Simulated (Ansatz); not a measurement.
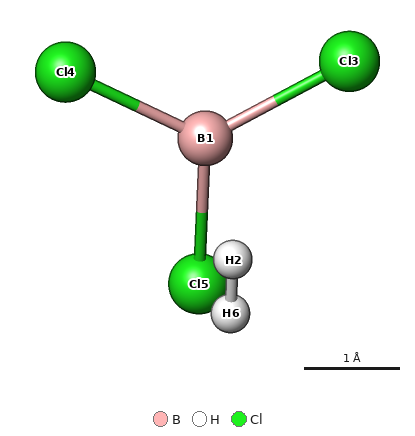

**Figure 1.** The structure as given in the input (ball-and-stick view, seen at an oblique angle; atoms are numbered from 1 in the order of the input). Bond lengths as drawn: B–Cl 1.73 to 1.81 Å and H–H 0.72 Å.

# Geometry relaxation, with input and output: BH2Cl3

System: BH2Cl3.
Method: RKS PBE0/def2-SVP (Ansatz 0.2.0).

It belongs to a series of runs on one base structure; here: end point B relaxed. Figures and captions count atoms from 1; the log counts them from 0 in places.

### Log
```
The last accepted step is kept in [file] (removed where the run ends without a failure and the disk answers)
Engine: ansatz 0.2.0, aarch64-unknown-linux-gnu
Functional definition: PBE0
  parameter a = 0.25
  parameter kappa = 0.804
  parameter beta = 0.06672455060314922
  exchange = (1 - a)*pbe_x(kappa = kappa, mu = beta*pi^2/3) + a*exact_x
  correlation = pbe_c(beta = beta)
790 factors; integrals over basis functions are off by at most 2.8e-4 eV
mean field evaluation 1: about -38253.3900 eV, gradient 8.9e0 eV
mean field evaluation 2: about -38253.5639 eV, gradient 5.1e0 eV
mean field evaluation 4: about -38253.6197 eV, gradient 6.2e-1 eV
mean field evaluation 8: about -38253.6692 eV, gradient 4.9e-3 eV
mean field -38253.66922776 eV, -1405.7964148519 hartree, gradient 1.8e-5 eV, S^2 0.000000; 0 other end points of the search recorded, 0 dependent functions left out
the calculation of the forces begins
reference -38253.66924728 eV, -1405.7964155691 hartree; 29, 29 occupied and 49, 49 virtual orbitals, 790 factors
relax step   1: F+E_penalty+E_count = -38253.66922776 eV  Δ(F+E_penalty+E_count) = +0.000e0 eV  max|allowed force component| = 1.800e0 eV/Å  Δτ_max = 0.0000 Å  (23 SCF iters, accepted)
these checks for a lower state are left out or cut short: starts, cluster_reference, orbital_swaps, neighbouring_geometries, increment
790 factors; integrals over basis functions are off by at most 2.8e-4 eV
mean field evaluation 16: about -38253.7619 eV, gradient 2.2e-1 eV
mean field -38253.81110446 eV, -1405.8016287245 hartree, gradient 1.5e-5 eV, S^2 0.000000; 0 other end points of the search recorded, 0 dependent functions left out
the calculation of the forces begins
reference -38253.81112447 eV, -1405.8016294598 hartree; 29, 29 occupied and 49, 49 virtual orbitals, 790 factors
relax step   2: F+E_penalty+E_count = -38253.81110446 eV  Δ(F+E_penalty+E_count) = -1.419e-1 eV  max|allowed force component| = 7.292e-1 eV/Å  Δτ_max = 0.1990 Å  (27 SCF iters, accepted)
these checks for a lower state are left out or cut short: starts, cluster_reference, orbital_swaps, neighbouring_geometries, increment
790 factors; integrals over basis functions are off by at most 3.5e-4 eV
mean field -38253.77237057 eV, -1405.8002052801 hartree, gradient 1.6e-5 eV, S^2 0.000000; 0 other end points of the search recorded, 0 dependent functions left out
the calculation of the forces begins
reference -38253.77239108 eV, -1405.8002060340 hartree; 29, 29 occupied and 49, 49 virtual orbitals, 790 factors
relax step   3: F+E_penalty+E_count = -38253.77237057 eV  Δ(F+E_penalty+E_count) = +3.873e-2 eV  max|allowed force component| = 1.090e0 eV/Å  Δτ_max = 0.1964 Å  (27 SCF iters, rejected (line search))
these checks for a lower state are left out or cut short: starts, cluster_reference, orbital_swaps, neighbouring_geometries, increment
790 factors; integrals over basis functions are off by at most 2.8e-4 eV
mean field evaluation 32: about -38253.8565 eV, gradient 1.3e-4 eV
mean field -38253.85649719 eV, -1405.8032968764 hartree, gradient 7.2e-6 eV, S^2 0.000000; 0 other end points of the search recorded, 0 dependent functions left out
the calculation of the forces begins
reference -38253.85651731 eV, -1405.8032976158 hartree; 29, 29 occupied and 49, 49 virtual orbitals, 790 factors
relax step   4: F+E_penalty+E_count = -38253.85649719 eV  Δ(F+E_penalty+E_count) = -4.539e-2 eV  max|allowed force component| = 6.074e-1 eV/Å  Δτ_max = 0.0982 Å  (27 SCF iters, accepted)
these checks for a lower state are left out or cut short: starts, cluster_reference, orbital_swaps, neighbouring_geometries, increment
790 factors; integrals over basis functions are off by at most 2.9e-4 eV
mean field -38253.87990705 eV, -1405.8041571730 hartree, gradient 5.6e-6 eV, S^2 0.000000; 0 other end points of the search recorded, 0 dependent functions left out
the calculation of the forces begins
reference -38253.87992734 eV, -1405.8041579187 hartree; 29, 29 occupied and 49, 49 virtual orbitals, 790 factors
relax step   5: F+E_penalty+E_count = -38253.87990705 eV  Δ(F+E_penalty+E_count) = -2.341e-2 eV  max|allowed force component| = 4.373e-1 eV/Å  Δτ_max = 0.0983 Å  (29 SCF iters, accepted)
these checks for a lower state are left out or cut short: starts, cluster_reference, orbital_swaps, neighbouring_geometries, increment
790 factors; integrals over basis functions are off by at most 2.9e-4 eV
mean field -38253.89404550 eV, -1405.8046767513 hartree, gradient 5.2e-6 eV, S^2 0.000000; 0 other end points of the search recorded, 0 dependent functions left out
the calculation of the forces begins
reference -38253.89406615 eV, -1405.8046775102 hartree; 29, 29 occupied and 49, 49 virtual orbitals, 790 factors
relax step   6: F+E_penalty+E_count = -38253.89404550 eV  Δ(F+E_penalty+E_count) = -1.414e-2 eV  max|allowed force component| = 1.512e-1 eV/Å  Δτ_max = 0.1499 Å  (28 SCF iters, accepted)
these checks for a lower state are left out or cut short: starts, cluster_reference, orbital_swaps, neighbouring_geometries, increment
790 factors; integrals over basis functions are off by at most 2.9e-4 eV
mean field -38253.89634500 eV, -1405.8047612564 hartree, gradient 5.1e-6 eV, S^2 0.000000; 0 other end points of the search recorded, 0 dependent functions left out
the calculation of the forces begins
reference -38253.89636576 eV, -1405.8047620195 hartree; 29, 29 occupied and 49, 49 virtual orbitals, 790 factors
relax step   7: F+E_penalty+E_count = -38253.89634500 eV  Δ(F+E_penalty+E_count) = -2.300e-3 eV  max|allowed force component| = 2.492e-2 eV/Å  Δτ_max = 0.0521 Å  (28 SCF iters, accepted)
790 factors; integrals over basis functions are off by at most 2.9e-4 eV
mean field evaluation 64: about -38253.8962 eV, gradient 2.3e-1 eV
```

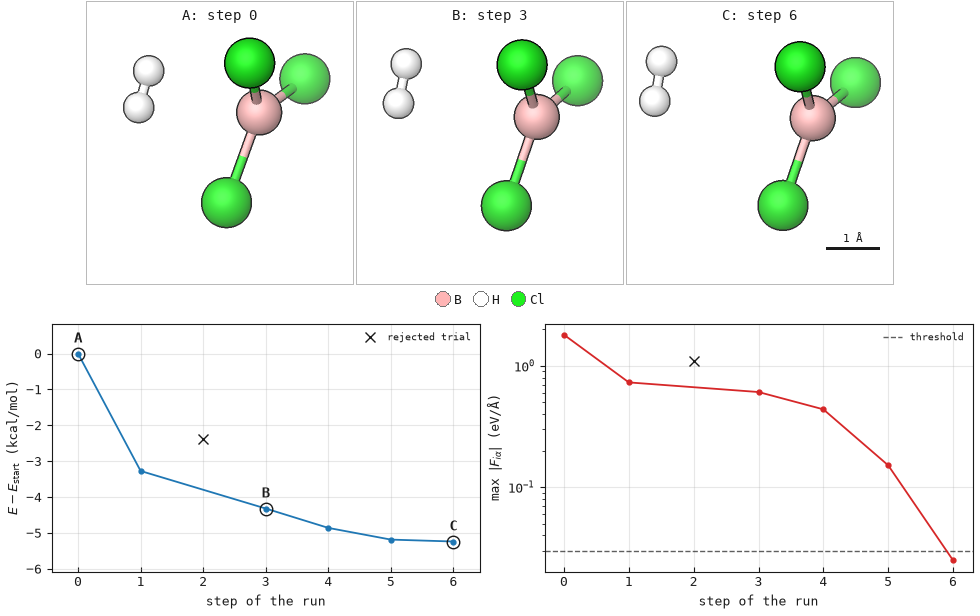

**Figure 2.** Frames of the relaxation (ball-and-stick view, seen at a tilt) above the curves, on which the letters mark them (the first geometry is step 0 here and step 1 in the log).

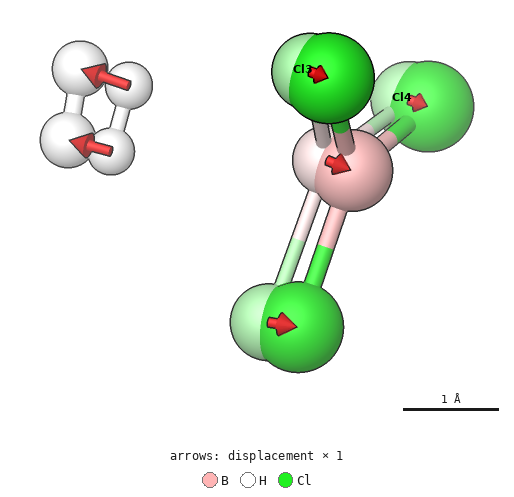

**Figure 3.** Start (faint) and end (solid) with the displacements as red arrows, at true length (ball-and-stick view, seen at a tilt). The two geometries are laid on each other by the best rigid fit. The energy falls by 5.24 kcal/mol in 6 geometry steps. The largest force component goes from 1.8 to 0.025 eV/Å. The line search rejected the trial step at point 2 (counted from 0) and went back. The atom that moves furthest after the best rigid fit is H2 (0.58 Å). Largest moves by element: H 0.58 Å, Cl 0.34 Å, B 0.30 Å. Distances before and after: B1–Cl5 1.813 → 1.743 Å, H2–H6 0.717 → 0.761 Å, B1–Cl3 1.734 → 1.741 Å. (Atoms are counted from 1 in the order of the input.)

```
mean field -38253.89634500 eV, -1405.8047612564 hartree, gradient 5.1e-6 eV, S^2 0.000000; 1 other end points of the search recorded, 0 dependent functions left out
the calculation of the forces begins
reference -38253.89636576 eV, -1405.8047620195 hartree; 29, 29 occupied and 49, 49 virtual orbitals, 790 factors
Total energy: -38253.89636576 eV, -1405.8047620195 hartree
Atom 0 at     0.026678    -0.753414    -0.704122 Å, force     0.001872    -0.024810     0.011973 eV/Å
Atom 1 at    -0.002152     0.422447     2.355912 Å, force     0.000063    -0.001509     0.009173 eV/Å
Atom 2 at     1.518419     0.090990    -1.007530 Å, force     0.023272     0.014311    -0.008553 eV/Å
Atom 3 at    -1.497077     0.035401    -0.997594 Å, force    -0.024924     0.013800    -0.008438 eV/Å
Atom 4 at     0.058947    -2.392127    -0.110782 Å, force    -0.000063    -0.008424    -0.003872 eV/Å
Atom 5 at     0.024086    -0.326997     2.483818 Å, force    -0.000219     0.006631    -0.000284 eV/Å
Dipole moment:    -0.000193     0.006029     0.012351 e Å
```

### Trajectory as extended XYZ (Å, eV, eV/Å), 7 frames, from step=1 to step=7
```
6
Properties=species:S:1:pos:R:3:forces:R:3 step=1 energy=-38253.66923
B     0.0251   -0.6317   -0.4297    0.0148  -1.3352   0.2479
H     0.0013    0.2170    1.8112   -0.0603   1.8004  -0.2127
Cl    1.5171    0.1740   -0.7926    0.0775   0.0140   0.0008
Cl   -1.4987    0.1198   -0.7796   -0.0690   0.0064  -0.0003
Cl    0.0583   -2.3283    0.2092   -0.0195   1.0280  -0.6419
H     0.0257   -0.4745    2.0013    0.0565  -1.5136   0.6062
6
Properties=species:S:1:pos:R:3:forces:R:3 step=2 energy=-38253.81110
B     0.0260   -0.7185   -0.5623    0.0104  -0.5129   0.6640
H    -0.0008    0.3413    1.9665   -0.0013   0.0676   0.1003
Cl    1.5199    0.1523   -0.7807   -0.0759  -0.1450  -0.1788
Cl   -1.5006    0.0968   -0.7700    0.0817  -0.1441  -0.1808
Cl    0.0591   -2.3923    0.0556   -0.0158   0.7292  -0.5134
H     0.0253   -0.4033    2.1104    0.0010   0.0051   0.1087
6
Properties=species:S:1:pos:R:3:forces:R:3 step=3 energy=-38253.77237 accepted=F
B     0.0261   -0.7162   -0.4729    0.0074  -0.5057  -1.0903
H    -0.0022    0.4298    2.1227    0.0270  -0.7696   0.1361
Cl    1.5265    0.1094   -0.8741   -0.3321  -0.1134   0.4084
Cl   -1.5062    0.0529   -0.8652    0.3377  -0.1012   0.4057
Cl    0.0598   -2.4544   -0.1307   -0.0135   0.7200   0.2061
H     0.0249   -0.3452    2.2398   -0.0265   0.7699  -0.0660
6
Properties=species:S:1:pos:R:3:forces:R:3 step=4 energy=-38253.85650
B     0.0260   -0.7218   -0.5831    0.0083  -0.4266   0.3544
H    -0.0009    0.3592    2.0624   -0.0006   0.0344   0.0646
Cl    1.5214    0.1369   -0.8447   -0.1036  -0.1153  -0.0678
Cl   -1.5018    0.0812   -0.8349    0.1086  -0.1129  -0.0691
Cl    0.0590   -2.3929    0.0129   -0.0129   0.6074  -0.3421
H     0.0253   -0.3863    2.2071    0.0002   0.0130   0.0600
6
Properties=species:S:1:pos:R:3:forces:R:3 step=5 energy=-38253.87991
B     0.0261   -0.7306   -0.6109    0.0049  -0.2614   0.0984
H    -0.0012    0.3825    2.1579    0.0020  -0.0495   0.0508
Cl    1.5229    0.1215   -0.9008   -0.1430  -0.1037   0.0110
Cl   -1.5030    0.0655   -0.8918    0.1478  -0.0994   0.0102
Cl    0.0589   -2.3971   -0.0358   -0.0092   0.4373  -0.1890
H     0.0252   -0.3656    2.3011   -0.0024   0.0767   0.0186
6
Properties=species:S:1:pos:R:3:forces:R:3 step=6 energy=-38253.89405
B     0.0265   -0.7504   -0.6790   -0.0002   0.0360  -0.0207
H    -0.0019    0.4140    2.3045    0.0000   0.0016   0.0132
Cl    1.5238    0.1001   -0.9790   -0.1480  -0.0836   0.0262
Cl   -1.5030    0.0441   -0.9698    0.1512  -0.0785   0.0254
Cl    0.0589   -2.3976   -0.0972   -0.0027   0.1177  -0.0497
H     0.0245   -0.3339    2.4402   -0.0002   0.0067   0.0056
6
Properties=species:S:1:pos:R:3:forces:R:3 step=7 energy=-38253.89635
B     0.0267   -0.7534   -0.7041    0.0019  -0.0248   0.0120
H    -0.0022    0.4224    2.3559    0.0001  -0.0015   0.0092
Cl    1.5184    0.0910   -1.0075    0.0233   0.0143  -0.0086
Cl   -1.4971    0.0354   -0.9976   -0.0249   0.0138  -0.0084
Cl    0.0589   -2.3921   -0.1108   -0.0001  -0.0084  -0.0039
H     0.0241   -0.3270    2.4838   -0.0002   0.0066  -0.0003
```

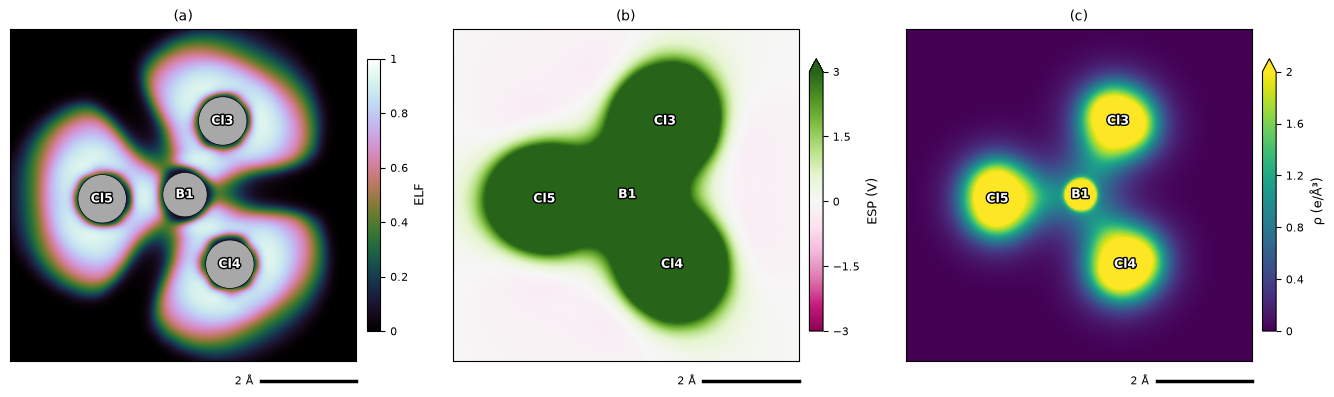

**Figure 4.** (a) ELF; (b) molecular electrostatic potential; (c) total electron density on the plane of atoms Cl3, B1 and Cl5. Grey discs, where drawn, cover atomic cores. The section cuts through B and Cl sites. The potential has no marked negative region in this plane.

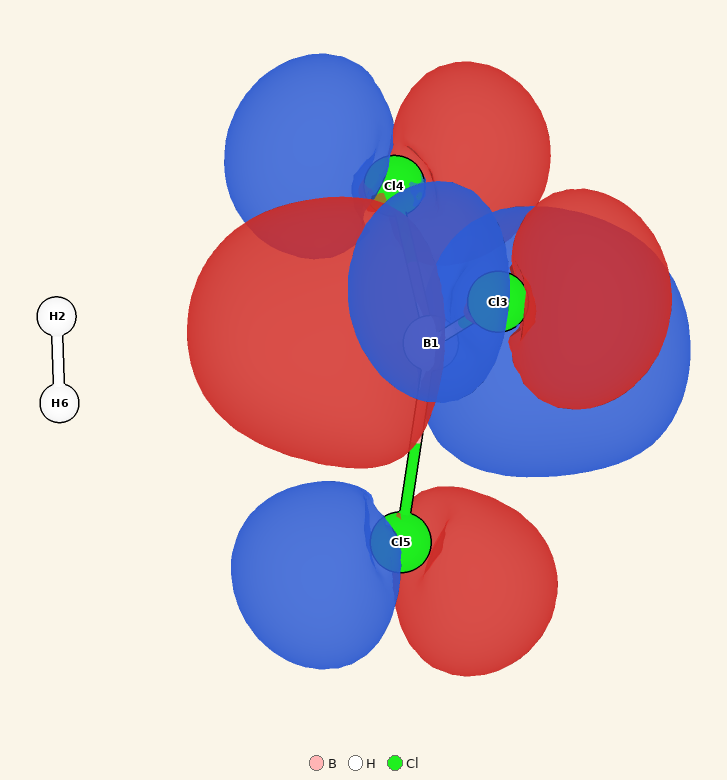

**Figure 5.** The LUMO at ±0.08 Å⁻³ᐟ² (red and blue are the two phases), seen at a tilt. Its weight (Hirshfeld) is mainly on B1 (50 %), Cl3 (15 %), Cl4 (15 %) and Cl5 (15 %). Its energy is −1.35 eV.

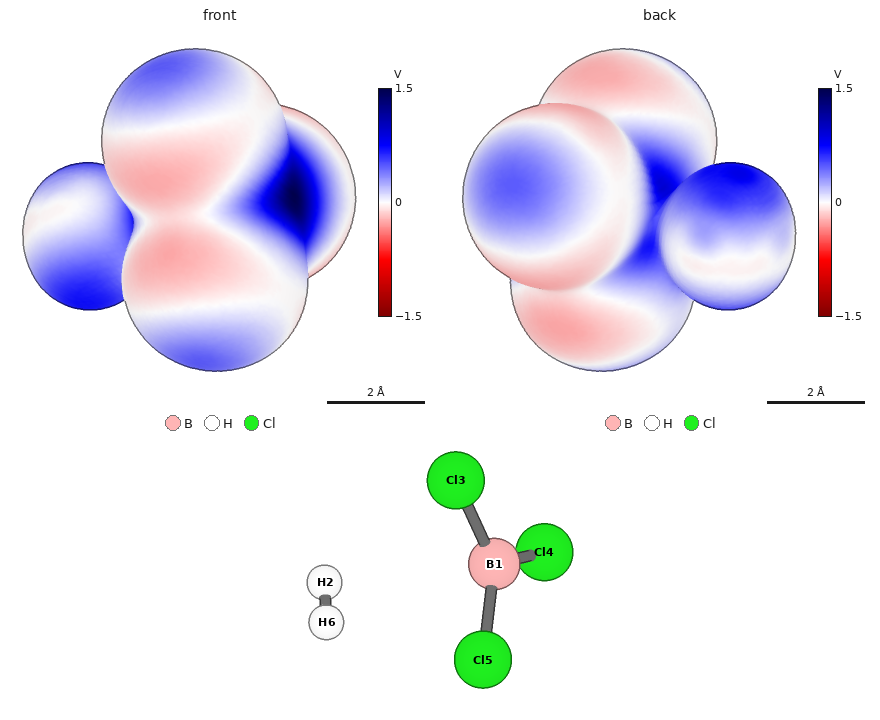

**Figure 6.** The molecular electrostatic potential painted on the density surface at 0.002 e/bohr³, seen at a tilt and from behind; red is negative and blue positive. The bare structure is drawn below in the same view.

This output came from the following input.

### The input
```yaml
crystal:
  periodic: [false, false, false]
  atoms:
    - { symbol: B, position_ang: [0.02509, -0.631684, -0.429712] }
    - { symbol: H, position_ang: [0.001338, 0.216959, 1.811192] }
    - { symbol: Cl, position_ang: [1.517136, 0.174017, -0.792617] }
    - { symbol: Cl, position_ang: [-1.498693, 0.119779, -0.779581] }
    - { symbol: Cl, position_ang: [0.058302, -2.328295, 0.20916] }
    - { symbol: H, position_ang: [0.025728, -0.474476, 2.001259] }
basis:
  gaussian: { orbitals: def2-SVP }
hamiltonian:
  xc: pbe0
relax:
  f_tol: 0.03
  max_steps: 50
output:
  orbitals: {}
```

Command:
```bash
ansatz run input.yaml --threads 1 --pin off --max-ram 2048MiB --backend cpu --events-out ev --progress --plain --runs-dir out
```

### Results in brief

| quantity | value |
| --- | --- |
| outcome | converged |
| total energy | −38253.8964 eV |
| mean-field energy | −38253.8964 eV |
| largest force (length of the vector) at the end | 0.030 eV/Å |
| hardware | 1 thread of Arm Neoverse V2, 24 GiB of memory available, shared host |
| wall time | 21 s |
| peak memory | 0.15 GiB |
